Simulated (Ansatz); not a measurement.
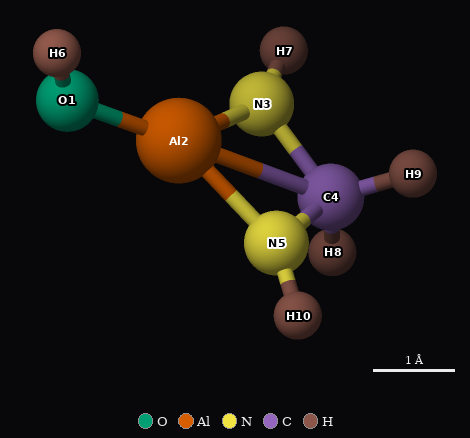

Fig. 1: The structure (ball-and-stick view, seen at a tilt; atoms are numbered from 1 in the order of the input). Sticks mark near contacts. Bond lengths as drawn: Al–C 2.31 Å, Al–N 1.77 Å, Al–O 1.68 Å, C–H 1.09 Å, C–N 1.47 Å, H–N 0.99 Å and H–O 0.94 Å.

Phonon calculation, with input and output: CH$_{5}$AlN$_{2}$O

- system: CH$_{5}$AlN$_{2}$O
- method: RHF/6-31G* (Ansatz 0.2.0)

It belongs to a series of runs on one base structure; here: vibrations at the highest image of the band. Figures and captions count atoms from 1; the log counts them from 0 in places.

Input file:
```yaml
crystal:
  periodic: [false, false, false]
  atoms:
    - { symbol: O, position_ang: [0.550986, -0.308272, -2.644723] }
    - { symbol: Al, position_ang: [0.198031, -0.149678, -1.009898] }
    - { symbol: "N", position_ang: [0.828535, -0.607952, 0.574271] }
    - { symbol: C, position_ang: [-0.302362, 0.052094, 1.234386] }
    - { symbol: "N", position_ang: [-1.013863, 0.564921, 0.05921] }
    - { symbol: H, position_ang: [1.066744, 0.220046, -3.229413] }
    - { symbol: H, position_ang: [1.56748, -0.965309, 1.131009] }
    - { symbol: H, position_ang: [-0.908855, -0.645148, 1.811826] }
    - { symbol: H, position_ang: [0.022721, 0.852806, 1.898445] }
    - { symbol: H, position_ang: [-1.926317, 0.935492, 0.177887] }
basis:
  gaussian: { orbitals: "6-31G*" }
hamiltonian:
  xc: hf
phonons: {}
```

Run as:
```bash
ansatz run input.yaml --threads 1 --pin off --max-ram 2048MiB --backend cpu --events-out ev --progress --plain --runs-dir out
```

What the program printed:
```
Engine: ansatz 0.2.0, aarch64-unknown-linux-gnu
Functional definition: HF
  exchange = exact_x
  correlation = 0
961 factors; integrals over basis functions are off by at most 3.3e-4 eV
mean field evaluation 1: about -12689.0571 eV, gradient 5.1e1 eV
mean field evaluation 2: about -12689.1280 eV, gradient 5.1e1 eV
mean field evaluation 4: about -12694.2211 eV, gradient 3.2e0 eV
mean field evaluation 8: about -12694.2629 eV, gradient 2.5e-1 eV
mean field -12694.26321200 eV, -466.5055685603 hartree, gradient 2.7e-5 eV, S^2 0.000000; 0 other end points of the search recorded, 0 dependent functions left out
the calculation of the forces begins
reference -12694.26321200 eV, -466.5055685603 hartree; 23, 23 occupied and 66, 66 virtual orbitals, 961 factors
these checks for a lower state are left out or cut short: stability, starts, cluster_reference, orbital_swaps, neighbouring_geometries, increment
961 factors; integrals over basis functions are off by at most 3.3e-4 eV
mean field evaluation 16: about -12694.2631 eV, gradient 1.6e-4 eV
mean field -12694.26314473 eV, -466.5055660884 hartree, gradient 1.1e-6 eV, S^2 0.000000; 0 other end points of the search recorded, 0 dependent functions left out
[... from here on the field's lines of each further geometry are left out, up to the last ...]
the calculation of the forces begins
reference -12694.26319813 eV, -466.5055680507 hartree; 23, 23 occupied and 66, 66 virtual orbitals, 961 factors
these checks for a lower state are left out or cut short: stability, starts, cluster_reference, orbital_swaps, neighbouring_geometries, increment
961 factors; integrals over basis functions are off by at most 3.3e-4 eV
mean field -12694.26318818 eV, -466.5055676850 hartree, gradient 1.5e-6 eV, S^2 0.000000; 0 other end points of the search recorded, 0 dependent functions left out
the calculation of the forces begins
reference -12694.26318818 eV, -466.5055676850 hartree; 23, 23 occupied and 66, 66 virtual orbitals, 961 factors
WARN: phonons: modes at or below zero, which the zero-point energy, F, S and C_V leave out: 1, the lowest at -201.55 cm⁻¹. A minimum has none, and a first-order saddle one
Total energy: -12694.26321200 eV, -466.5055685603 hartree
Atom 0 at     0.550986    -0.308272    -2.644723 Å, force    -0.000486     0.000261     0.000340 eV/Å
Atom 1 at     0.198031    -0.149678    -1.009898 Å, force     0.008005     0.015532     0.000771 eV/Å
Atom 2 at     0.828535    -0.607952     0.574271 Å, force    -0.007273    -0.006526     0.001059 eV/Å
Atom 3 at    -0.302362     0.052094     1.234386 Å, force     0.024284     0.029271     0.002742 eV/Å
Atom 4 at    -1.013863     0.564921     0.059210 Å, force    -0.014583    -0.024148    -0.006628 eV/Å
Atom 5 at     1.066744     0.220046    -3.229413 Å, force    -0.000168    -0.002001    -0.003068 eV/Å
Atom 6 at     1.567480    -0.965309     1.131009 Å, force    -0.006088    -0.008884     0.001840 eV/Å
Atom 7 at    -0.908855    -0.645148     1.811826 Å, force     0.000236    -0.003337    -0.004861 eV/Å
Atom 8 at     0.022721     0.852806     1.898445 Å, force    -0.002393    -0.001091     0.005797 eV/Å
Atom 9 at    -1.926317     0.935492     0.177887 Å, force    -0.001533     0.000924     0.002007 eV/Å
Dipole moment:     0.153028     0.197041    -0.054181 e Å
Vibrations: -201.55 168.02 179.44 232.41 305.52 465.10 506.16 545.88 797.52 878.59 1017.10 1080.04 1098.85 1194.59 1245.79 1280.83 1423.83 1527.89 1703.38 3151.93 3172.60 3918.98 3922.33 4216.86 cm⁻¹, zero-point energy 2.109817 eV
```

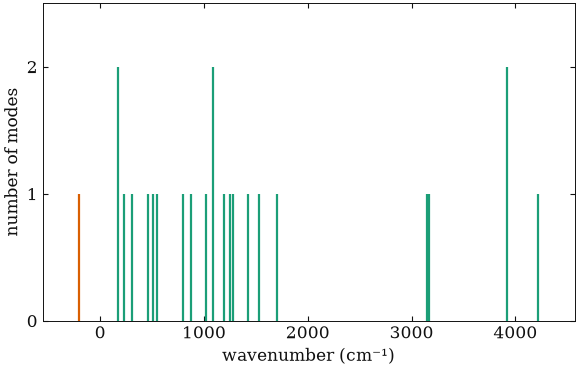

Fig. 2: Harmonic vibrational wavenumbers from the force constants; neighbouring modes closer than 20 cm⁻¹ are counted in one stick, and imaginary ones are drawn at negative wavenumbers. 24 modes from 202i to 4217 cm⁻¹, 1 imaginary beyond 8i (202i cm⁻¹): a first-order saddle point, if the geometry is stationary.

Summary:

| quantity | value |
| --- | --- |
| outcome | converged |
| total energy | −12694.2632 eV |
| mean-field energy | −12694.2632 eV |
| largest force (length of the vector) | 0.038 eV/Å |
| hardware | 1 thread of Arm Neoverse V1, 24 GiB of memory available, shared host |
| wall time | 1.7 min |
| peak memory | 0.16 GiB |
